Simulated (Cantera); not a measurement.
A closed system holds: 1 mol SiCl4, 5.3 mol H2, 1.9 mol HCl, equilibrated at 120000 Pa.

Cantera equilibrium calculation (NASA polynomials, part measured and part estimated; ideal gas, pure solids and liquids). Candidate condensed phases: Si; 19 gas species. The tables' values for SiCl3 are old estimates; treat these amounts as uncertain. Rates play no part.

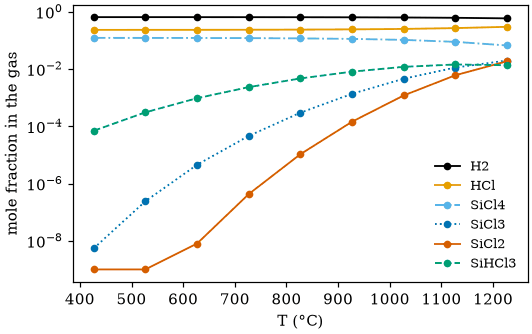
*Equilibrium gas composition (values under 1e-9 drawn at 1e-9)*

Problem. Read off the mole fractions at 627 °C.

Solution. H2 about 0.65, HCl about 0.23, SiCl4 about 0.12, SiHCl3 about 0.00095, SiCl3 about 4.5e-6.
